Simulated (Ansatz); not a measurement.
**C₂H₇BOS: up Jacob's ladder to CCSD(T)**

How much do the methods differ for C₂H₇BOS? The plan is to run it at one geometry with functionals of several rungs and with coupled cluster, and see how far each lands from CCSD(T) at the basis-set limit for the atomisation energy.

Method: functionals in def2-TZVPP, the program's frozen cores in correlated methods; program: Ansatz 0.2.0, Gaussian basis.

Levels to be run: PBE-D4, r2SCAN-D4, PBE0-D4, B3LYP-D4, ωB97X-V, ωB97M-V, B2PLYP; CCSD(T)/def2-TZVPP; MP2/def2-QZVPP; extrapolation to the limit.

## (1) Structure used throughout

The geometry comes from an earlier relaxation with PBE0-D4 in a triple-zeta def2 set; it is a stationary point, not always the lowest conformer.

SMILES `CCOBS`, 12 atoms, charge 0, spin multiplicity 1.

Atoms are counted from 1 here; the program's logs count them from 0.

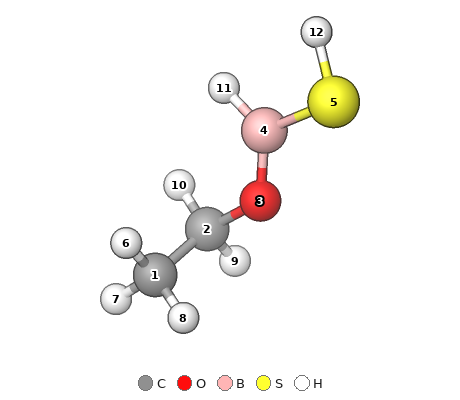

The geometry (carbon grey, oxygen red, boron pink, sulfur yellow, hydrogen white); atoms are numbered from 1 in the order of the file.

## (2) PBE-D4 (GGA)

Contents of in.yaml:

```yaml
crystal:
  periodic: [false, false, false]
  atoms:
    - {symbol: C, position_ang: [0.459165, -0.793031, 1.619917]}
    - {symbol: C, position_ang: [0.388305, 0.478912, 0.811824]}
    - {symbol: O, position_ang: [-0.688142, 0.416539, -0.112711]}
    - {symbol: B, position_ang: [-0.480686, 0.356156, -1.438024]}
    - {symbol: S, position_ang: [-1.938445, 0.244943, -2.501457]}
    - {symbol: H, position_ang: [0.671757, -1.650228, 0.977364]}
    - {symbol: H, position_ang: [1.251568, -0.719196, 2.368514]}
    - {symbol: H, position_ang: [-0.486142, -0.974913, 2.134362]}
    - {symbol: H, position_ang: [0.202393, 1.338928, 1.460944]}
    - {symbol: H, position_ang: [1.326177, 0.655114, 0.273845]}
    - {symbol: H, position_ang: [0.622435, 0.374810, -1.908328]}
    - {symbol: H, position_ang: [-1.251285, 0.216765, -3.652348]}
basis:
  gaussian: {orbitals: def2-TZVPP}
hamiltonian: {xc: pbe, dispersion: d4}
output: {forces: true, orbitals: {seedname: orbitals}}
```

Launch:

```bash
$ ansatz run in.yaml --threads 4 --pin off --events-out ev --progress --plain --max-ram 10444MiB
```

Further steps of the session: r2SCAN-D4 (meta-GGA); PBE0-D4 (hybrid); B3LYP-D4 (hybrid); ωB97X-V (range-separated); ωB97M-V (range-separated); B2PLYP (double hybrid); CCSD(T) in def2-TZVPP; MP2 in def2-QZVPP.

**Question.** What will the summary of the whole plan be? Wanted: atomisation energy, CCSD(T)/CBS; farthest; mean size of error, hybrid; mean size of error, range-separated; gap, smallest and largest; T1 diagnostic; triples share of the correlation energy.

The runs gave:

| quantity | value |
| --- | --- |
| atomisation energy, CCSD(T)/CBS | 4609.9 kJ/mol |
| functionals within 23.0 kJ/mol (0.5 %) | B3LYP-D4, ωB97X-V |
| farthest | PBE-D4 (+99.7 kJ/mol) |
| mean size of error, hybrid | 19.2 kJ/mol |
| mean size of error, range-separated | 24.5 kJ/mol |
| gap, smallest and largest | 5.35 eV (PBE-D4), 11.96 eV (ωB97X-V) |
| T1 diagnostic | 0.0126 |
| triples share of the correlation energy | 3.9 % |

**Reading.** PBE-D4 misses by +99.7 kJ/mol. Double hybrids carry the basis error of their MP2 part in triple zeta, and no dispersion term here, so their miss is partly the set-up's. The reference freezes the cores and leaves out relativity and excitations past (T), so misses under about 23.0 kJ/mol can't be ranked. Hartree-Fock recovers 75 % of the binding; the rest is correlation. Orbital gaps span 5.3 to 12.0 eV; exact exchange widens them.
